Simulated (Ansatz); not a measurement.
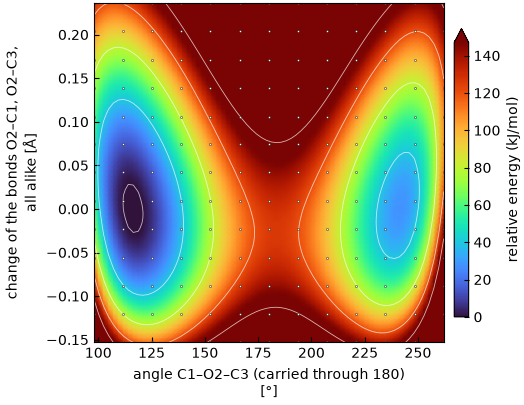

Energy landscape of C₂H₇NOSi, SMILES COC=N[SiH3]. Coordinates scanned: (1) angle C1–O2–C3 (carried through 180); (2) change of the bonds O2–C1, O2–C3, all alike. Nothing is relaxed (all other coordinates rigid). The scan uses a 13 × 13 grid. Points are written as (first, second). Energies: kJ/mol, counted from the lowest grid point. Theory: RKS PBE-D4/def2-SVP in Ansatz.

In the figure: a smooth colour map with a few white contour lines, dots at the grid points, one colour for all values above the top of the scale. Between grid points the surface is interpolated. 

Summarise what can be read from the map.

The lowest grid point is at (111.6°, 0.009 Å). A higher local minimum lies near (234.7°, −0.023 Å) (33 kJ/mol above the lowest at that grid point). The highest grid point, (262.1°, −0.153 Å), lies 400 kJ/mol above the lowest. On the interpolated surface the easiest way out of the lowest well to the well at about (241°, 0.00 Å) passes a barrier of about 129 kJ/mol. Round the minimum the valley is somewhat tilted: raising the first coordinate shifts the best value of the second coordinate downwards (coupling k₁₂/√(k₁₁k₂₂) about 0.2).

Grid values (kJ/mol):

```
second ↓, first →  97.9  111.6  125.3  139.0  152.6  166.3  180.0  193.7  207.4  221.0  234.7  248.4  262.1
            0.236   130    121    144    182    225    263    283    276    246    206    168    145    163
            0.204   108     95    117    155    197    235    255    248    219    179    142    121    145
            0.171    89     70     91    128    171    208    227    221    193    153    116     97    129
            0.139    73     48     67    104    146    183    201    196    168    130     93     76    117
            0.106    60     29     46     82    124    159    178    172    145    107     72     59    109
            0.074    53     14     28     64    105    140    158    153    126     89     55     45    107
            0.042    52      4     15     49     90    124    142    137    111     74     42     37    112
            0.009    58      0      7     40     79    113    130    125    100     64     34     34    126
           −0.023    72      4      7     37     76    109    126    121     96     61     33     40    149
           −0.056    99     17     15     43     80    113    129    124     99     66     41     55    186
           −0.088   137     41     33     59     95    126    142    136    112     81     59     82    237
           −0.120   190     79     64     87    121    151    166    160    137    107     90    123    306
           −0.153   264    135    112    131    163    192    206    200    177    150    138    183    400
```

The input of one point:

```yaml
crystal:
  periodic: [false, false, false]
  atoms:
    - { symbol: C, position_ang: [-1.318847, 0.84526, 1.538213] }
    - { symbol: O, position_ang: [-1.206591, 1.321754, 0.18222] }
    - { symbol: C, position_ang: [-0.309423, 0.59878, -0.527118] }
    - { symbol: "N", position_ang: [0.352637, -0.380932, -0.052937] }
    - { symbol: Si, position_ang: [1.519764, -1.339374, -0.936129] }
    - { symbol: H, position_ang: [-2.067087, 1.493426, 2.028705] }
    - { symbol: H, position_ang: [-0.342685, 0.909393, 2.060649] }
    - { symbol: H, position_ang: [-1.645664, -0.214339, 1.557902] }
    - { symbol: H, position_ang: [-0.263093, 1.008857, -1.564166] }
    - { symbol: H, position_ang: [1.685548, -0.89096, -2.373708] }
    - { symbol: H, position_ang: [1.080337, -2.777113, -0.928456] }
    - { symbol: H, position_ang: [2.852674, -1.247152, -0.24686] }
basis:
  gaussian: { orbitals: def2-SVP }
hamiltonian:
  xc: pbe
  dispersion: d4
output:
  forces: true
```

Time for the 169 points that were run: 9.7 min on 1 thread of Arm Neoverse V2, on a shared host.
